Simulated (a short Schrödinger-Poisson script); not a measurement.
Stack: MOS inversion layer, SiO2 on p-type Si(110), at 300 K.

```csv
layer,material,thickness (nm),Na (cm⁻³)
1,SiO2,2.5,-
2,Si,190,5e18
```

Constants are typed, rounded textbook-type inputs, not results; the design itself was drawn at random and stands for no fabricated device. SiO2: permittivity 3.9, conduction-band edge (eV) 3.15, gap (eV) 9, electron mass (mₑ) 0.5. Si: permittivity 11.7, conduction-band edge (eV) 0, gap (eV) 1.124, Nv at 300 K (cm⁻³) 3.1e19.

Channel valleys (confinement mass, in-plane density-of-states mass, number): Δ4 0.315, 0.324, 4; Δ2 0.19, 0.417, 2. At the gate the conduction-band edge of layer 1 lies 3.28 eV − eVg above the Fermi level of the channel; the field vanishes at the back. Gaps are held at their typed values at every temperature. Mesh 0.03 nm at interfaces.

From a short Schrödinger-Poisson script (our own, NumPy): 1D Poisson equation in equilibrium, electrons quantum, Hartree (BenDaniel-Duke, 12 states a valley, the channel's in-plane mass for all, wave functions free to enter the dielectric), parabolic valleys, classical holes, full ionisation, no traps, pinning or gate leakage.

Only gate voltages with over 1e8 electrons/cm² are shown.

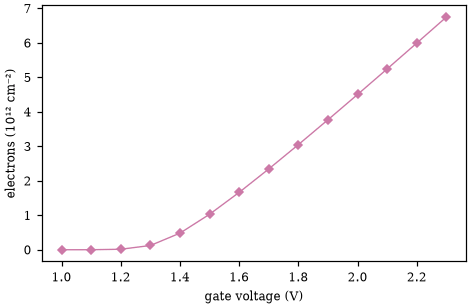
*Sheet density against gate voltage*

| Vg (V) | electrons (cm⁻²) | C (μF/cm²) | Δ4 E0 (meV) | Δ4 E1 (meV) | Δ2 E0 (meV) | Δ2 E1 (meV) |
|---|---|---|---|---|---|---|
| 1 | 1.14e8 | 0.441 | 307.3 | 499.8 | 339.1 | 563.6 |
| 1.1 | 1.29e9 | 0.434 | 244.6 | 442.6 | 277.1 | 508.2 |
| 1.2 | 1.45e10 | 0.457 | 181.9 | 385.1 | 215.1 | 452.6 |
| 1.3 | 1.24e11 | 0.646 | 126.4 | 334.2 | 160.1 | 403.2 |
| 1.4 | 4.82e11 | 0.908 | 90.8 | 302.4 | 125.1 | 372.3 |
| 1.5 | 1.03e12 | 1.04 | 70.8 | 285.4 | 105.4 | 355.8 |
| 1.6 | 1.67e12 | 1.10 | 57.8 | 275.1 | 92.9 | 345.9 |
| 1.7 | 2.35e12 | 1.14 | 48.4 | 268.3 | 83.9 | 339.4 |
| 1.8 | 3.05e12 | 1.16 | 41.1 | 263.3 | 76.9 | 334.6 |
| 1.9 | 3.77e12 | 1.18 | 35.0 | 259.6 | 71.2 | 331.1 |
| 2 | 4.51e12 | 1.19 | 29.8 | 256.7 | 66.4 | 328.3 |
| 2.1 | 5.25e12 | 1.20 | 25.3 | 254.3 | 62.2 | 326.2 |
| 2.2 | 6.00e12 | 1.21 | 21.2 | 252.5 | 58.5 | 324.4 |
| 2.3 | 6.75e12 | 1.21 | 17.6 | 250.9 | 55.1 | 323.0 |

Subbands count from the Fermi level.
